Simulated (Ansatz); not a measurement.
Response to strain in CoSi2

Start from CoSi2 (space group Fm-3m, No. 225; not spin-polarised; relaxed with 0.1 eV smearing).

```xyz
3
Lattice="0.0000 2.6576 2.6576 2.6576 0.0000 2.6576 2.6576 2.6576 0.0000" Properties=species:S:1:pos:R:3 pbc="T T T"
Co     0.0000     0.0000     0.0000
Si     1.3288     1.3288     1.3288
Si     3.9865     3.9865     3.9865
```

Strains are applied to the cell and any free atomic positions relax.

Calculations: r2SCAN (Ansatz, a program for electronic structure, PAW, no spin-orbit coupling), earlier PAW set.

Notes on the quantities. energy relative to the base: free energy F.

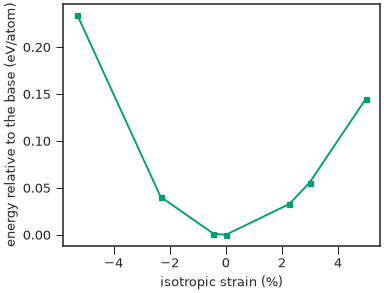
Fig. 1. Energy relative to the base against isotropic strain

**Question.** From the plot, what is the energy relative to the base for isotropic strain −2.32 %?

**Answer.** About 0.04 eV/atom.

**Question.** Is the trend monotonic over the range shown?

**Answer.** No, it turns within the range, spanning 0 meV/atom to +0.235 eV/atom.

Stability against distortions was not tested. Seeded moments were not kept for the base. All final runs are without spin polarisation. An odd electron count without spin: CoSi2.
